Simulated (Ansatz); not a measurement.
# K: how the settings move a relaxation

Question: which choices in the input matter for K?

The COD entry's cell or inner coordinates are ideal or old and differ from later refinements, so a difference from it is no clean test against experiment.

Computed with Ansatz 0.2.0 (reference: DFT, PBEsol, PAW with Ansatz's default frozen-core files, scalar-relativistic; relaxation of cell and atoms, unless a step's input says otherwise).

**1. Starting point**

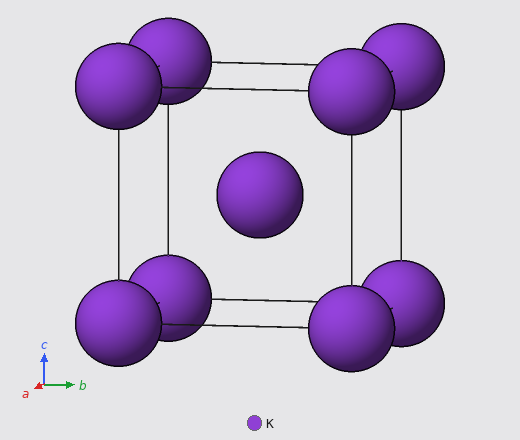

The starting structure, seen slightly off an axis (potassium purple). Atoms on the faces are drawn again on the opposite ones. The cell drawn here is the conventional one.

Coordinates:

```xyz
1
Lattice="-2.6125 2.6125 2.6125 2.6125 -2.6125 2.6125 2.6125 2.6125 -2.6125" Properties=species:S:1:pos:R:3 pbc="T T T"
K     0.0000    0.0000    0.0000
```

**2. The reference run**

Input file input.yaml:

```yaml
crystal:
  lattice:
    - [-2.6125, 2.6125, 2.6125]
    - [2.6125, -2.6125, 2.6125]
    - [2.6125, 2.6125, -2.6125]
  atoms:
    - { symbol: K, position: [0.0, 0.0, 0.0] }
kpoints:
  mp_grid: { grid: [12, 12, 12] }
scf:
  occupations: { method: fermi_dirac, width: 0.05 }
hamiltonian:
  xc: pbesol
  pseudopotentials: { kind: paw }
relax:
  f_tol: 0.002
  max_steps: 80
  cell: {}
output:
  forces: true
  stress: true
```

Command:

```
> ansatz run input.yaml --threads 1 --pin off --max-ram 3072MiB --backend cpu --events-out ev --progress --plain --runs-dir out
```

The main lines of its log:

```text
[...]
Basis set: ecut = 420 eV, 1433 PW (Γ), exchange–correlation on 64×64×64 points (8 copies of the dense FFT grid, shifted against one another)
[...]
k-points: 72 of 1728
[...]
SCF iter   1: F=—  HF=-1516.030866 eV  |F-HF|=—  |Δ(HF+E_count)|=         —  Δρ=1.23e-3  dr2=5.94e-4  ethr=1.77e-3  ⟨swp⟩=5.4  Hψ=4828  notcnv=0
preconditioner: auto → Kerker (q_TF=auto, 1.932 Å⁻¹)  [metal: Δε(μ)=0.066 eV  Ē_g=4.105 eV  σ=0.050 eV  W_gap=0.32  n_scr=12 (ndim 8)  ℏωp=4.4 eV  f_vac=0.000  D(μ)=0.93/eV (n_scr^D=0)]
SCF iter   2: F=—  HF=-1516.030483 eV  |F-HF|=—  |Δ(HF+E_count)|=   3.83e-4  Δρ=5.23e-4  dr2=7.72e-5  ethr=6.60e-6  ⟨swp⟩=2.1  Hψ=1504  notcnv=0
[...]
relax step   1: F+E_penalty+E_count = -1516.03048691 eV  Δ(F+E_penalty+E_count) = +0.000e0 eV  max|allowed force component| = 0.000e0 eV/Å  Δτ_max = 0.0000 Å  P = -0.019 GPa  Ω = 71.323 Å³  (6 SCF iters, dr2 threshold 1.00e-7 eV, accepted)
[...]
SCF iter   4: F=—  HF=-1516.030487 eV  |F-HF|=—  |Δ(HF+E_count)|=  2.16e-11  Δρ=2.13e-7  dr2=1.29e-11  ethr=1.00e-12  ⟨swp⟩=1.4  Hψ=677  notcnv=0
SCF iter   5: F=-1516.030487 eV  HF=-1516.030487 eV  |F-HF|=4.55e-13  |Δ(HF+E_count)|=  4.55e-12  Δρ=8.03e-9  dr2=7.35e-14  ethr=1.00e-12  ⟨swp⟩=4.2  Hψ=1934  notcnv=0
[...]
relax step   2: F+E_penalty+E_count = -1516.03048691 eV  Δ(F+E_penalty+E_count) = -2.797e-11 eV  max|allowed force component| = 0.000e0 eV/Å  Δτ_max = 0.0000 Å  P = -0.019 GPa  Ω = 71.323 Å³  stress off target by 1.89e-2 GPa  SCF on the basis re-selected at th
[...]
SCF converged after 5 iterations
Free energy (F): -1516.030487 eV
[...]
E sigma→0 (E₀):  -1516.026847 eV
[...]
Fermi energy:    1.825269 eV
[...]
  P = ⅓ Tr σ = -0.0189 GPa (-0.189 kbar)
--- Relaxed structure (1 steps of the walk, 1 accepted, 1 SCFs on fresh bases) ---
[...]
```

It took 4.3 s on 1 thread of Arm Neoverse V1, shared host; peak memory 0.34 GiB.

**3. Changing settings: symmetry.detect false, preconditioner ldos**

Edit input.yaml of step 2 so:

```diff
@@ -7,2 +7,3 @@
     - { symbol: K, position: [0.0, 0.0, 0.0] }
+  symmetry: { detect: false }
 kpoints:
@@ -11,2 +12,3 @@
   occupations: { method: fermi_dirac, width: 0.05 }
+  mixing: { preconditioner: ldos }
 hamiltonian:
```

Command:

```
> ansatz run input.yaml --threads 1 --pin off --max-ram 3072MiB --backend cpu --events-out ev --progress --plain --runs-dir out
```

Log (excerpt; [...] marks lines left out):

```text
[...]
Pseudopotentials: kind: paw
Pseudopotential: K, paw, valence charge 9, recommended cutoff 420 eV (normal), K.paw.azcp
Functional definition: PBEsol
[...]
Crystal: 1 atoms, lattice volume = 71.323 Å³
Basis set: ecut = 420 eV, 1433 PW (Γ), exchange–correlation on 64×64×64 points (8 copies of the dense FFT grid, shifted against one another)
Bands: 9, of which v1, the nominal top of the filled ones, is band 5 counted from 1 (4 counted from 0)
Symmetry: 1 space group operations
k-points: 868 of 1728 (time reversal used)
[...]
SCF iter   1: F=—  HF=-1516.030874 eV  |F-HF|=—  |Δ(HF+E_count)|=         —  Δρ=1.24e-3  dr2=6.03e-4  ethr=1.77e-3  ⟨swp⟩=5.4  Hψ=58685  notcnv=0
[...]
relax step   1: F+E_penalty+E_count = -1516.03048691 eV  Δ(F+E_penalty+E_count) = +0.000e0 eV  max|allowed force component| = 0.000e0 eV/Å  Δτ_max = 0.0000 Å  P = -0.019 GPa  Ω = 71.323 Å³  (6 SCF iters, dr2 threshold 1.00e-7 eV, accepted)
[...]
relax step   2: F+E_penalty+E_count = -1516.03048691 eV  Δ(F+E_penalty+E_count) = -9.868e-11 eV  max|allowed force component| = 0.000e0 eV/Å  Δτ_max = 0.0000 Å  P = -0.019 GPa  Ω = 71.323 Å³  stress off target by 1.89e-2 GPa  SCF on the basis re-selected at this cell (its energy is not [...]
SCF converged after 3 iterations
Free energy (F): -1516.030487 eV
[...]
E sigma→0 (E₀):  -1516.026847 eV
Entropy (-TS):   -0.007280 eV (-7.280 meV/atom)
Fermi energy:    1.825269 eV
[...]
--- Forces (eV/Å), atoms counted from 1 ---
  atom   1  K     -0.00000004    -0.00000002    -0.00000002
[...]
--- Stress (GPa, compression-positive) ---
       -0.018854       0.000000       0.000000
        0.000000      -0.018854       0.000000
        0.000000       0.000000      -0.018854
  P = ⅓ Tr σ = -0.0189 GPa (-0.189 kbar)
--- Relaxed structure (1 steps of the walk, 1 accepted, 1 SCFs on fresh bases) ---
  F+E_penalty+E_count = -1516.03048691 eV   max|allowed force component| = 0.000e0 eV/Å   (the final SCF, on the basis selected at the relaxed cell)
  cell:  # Å, volume = 71.3229 Å³
    - [-2.6125, 2.6125, 2.6125]
    - [2.6125, -2.6125, 2.6125]
    - [2.6125, 2.6125, -2.6125]
  atoms:
    - { symbol: K, position: [0.0, 0.0, 0.0] }
```

It took 76 s on 1 thread of Arm Neoverse V1, shared host; peak memory 1.1 GiB.

With the changed use of symmetry and mixing the energy agrees within 0.5 meV/atom. Cost: 9 SCF cycles against 11, 76 s against 4.3 s.

**4. Variant: mp_grid.shift [0.5, 0.5, 0.5], ecutwfc 800 eV**

Edit input.yaml of step 2 so:

```diff
@@ -8,3 +8,3 @@
 kpoints:
-  mp_grid: { grid: [12, 12, 12] }
+  mp_grid: { grid: [12, 12, 12], shift: [0.5, 0.5, 0.5] }
 scf:
@@ -21 +21,7 @@
   stress: true
+  write_density: true
+  write_potential: true
+  elf: true
+  volumetric_format: npy
+basis:
+  ecutwfc: "800 eV"
```

Command:

```
> ansatz run input.yaml --threads 1 --pin off --max-ram 3072MiB --backend cpu --events-out ev --progress --plain --runs-dir out
```

Log (excerpt; [...] marks lines left out):

```text
[...]
[... 3 set-up lines as earlier in the session ...]
[...]
Crystal: 1 atoms, lattice volume = 71.323 Å³
Basis set: ecut = 800 eV, 3589 PW (Γ), exchange–correlation on 90×90×90 points (8 copies of the dense FFT grid, shifted against one another)
Bands: 9, of which v1, the nominal top of the filled ones, is band 5 counted from 1 (4 counted from 0)
Symmetry: 48 space group operations
Space group: Im-3m (ITA 229), of the structure as read, at distance tolerance 4.1e-5 Å
k-points: 68 of 1728
[...]
SCF iter   1: F=—  HF=-1516.032164 eV  |F-HF|=—  |Δ(HF+E_count)|=         —  Δρ=1.24e-3  dr2=5.95e-4  ethr=1.77e-3  ⟨swp⟩=5.6  Hψ=4683  notcnv=0
[...]
Free energy (F): -1516.031796 eV
[...]
E sigma→0 (E₀):  -1516.029064 eV
Entropy (-TS):   -0.005464 eV (-5.464 meV/atom)
Fermi energy:    1.852493 eV
[...]
--- Forces (eV/Å), atoms counted from 1 ---
  atom   1  K      0.00000000    -0.00000000     0.00000000
[...]
--- Stress (GPa, compression-positive) ---
       -0.024304       0.000000      -0.000000
        0.000000      -0.024304      -0.000000
        0.000000       0.000000      -0.024304
  P = ⅓ Tr σ = -0.0243 GPa (-0.243 kbar)
--- Band table (eV; the first three rows and the last of 68) ---
  k-point 0: bands = ["-30.1356", "-13.6548", "-13.6473", "-13.6473", "-0.2317", "5.9574", "5.9574", "6.2662", "6.9744"]
[...]
--- Relaxed structure (1 steps of the walk, 1 accepted, 1 SCFs on fresh bases) ---
  F+E_penalty+E_count = -1516.03179623 eV   max|allowed force component| = 0.000e0 eV/Å   (the final SCF, on the basis selected at the relaxed cell)
  cell:  # Å, volume = 71.3229 Å³
    - [-2.6125, 2.6125, 2.6125]
    - [2.6125, -2.6125, 2.6125]
    - [2.6125, 2.6125, -2.6125]
  atoms:
    - { symbol: K, position: [0.0, 0.0, 0.0] }
```

Wall time 10 s (1 thread of Arm Neoverse V1, shared host); peak memory 0.46 GiB.

Changing the k-point mesh and cutoff moves the energy by -1.3 meV/atom. More than one kind of setting changed, and this run alone doesn't tell their shares apart.

**5. Comparison**

```
                                             run     ending  energy change  pressure (GPa)  gap (eV)  force (eV/Å)  cycles   time
                                       reference  converged              0             0.0      0.00          0.00      11  4.3 s
   1: symmetry.detect false, preconditioner ldos  converged   0.0 meV/atom             0.0      0.00          0.00       9   76 s
2: mp_grid.shift [0.5, 0.5, 0.5], ecutwfc 800 eV  converged  -1.3 meV/atom             0.0      0.00          0.00       9   10 s
```

Times don't compare one to one where runs were asked for different outputs or read a saved state (see the inputs); cycles may leave out searches for a lower state.

Of the converged runs whose energies compare with the reference's, «mp_grid.shift [0.5, 0.5, 0.5], ecutwfc 800 eV» moves the energy most (-1.3 meV/atom) and «symmetry.detect false, preconditioner ldos» least (0.0 meV/atom).
